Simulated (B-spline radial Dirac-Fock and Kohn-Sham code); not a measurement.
Neutral Sb in the configuration [Kr] 4d10 5s2 5p3. Method: Dirac–Fock ΔSCF energies in intermediate coupling of the two holes, Coulomb rates, valence shells as spectators (computed with a B-spline radial atomic code).

Before looking at the plot, say what to expect. Its caption: The Auger multiplet of an L3 hole with both final holes in M45, broadened by 0.30 eV full width and differentiated. Kinetic energies count from the vacuum level; very weak lines are left out. Lines are named by their largest jj component, which in light atoms can differ from the customary names.

The strongest line is L3-M4M5 J=4 at 3.0094 keV (55 % of the multiplet), followed by L3-M5M5 J=4 at 3.0276 keV (18 %), L3-M5M5 J=2 at 3.0222 keV (9.8 %), L3-M4M5 J=3 at 3.0191 keV (7.6 %). The lines shown span 2.990 keV to 3.028 keV.

Here it is:

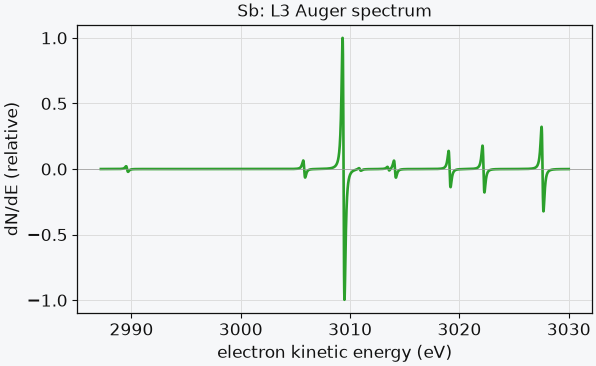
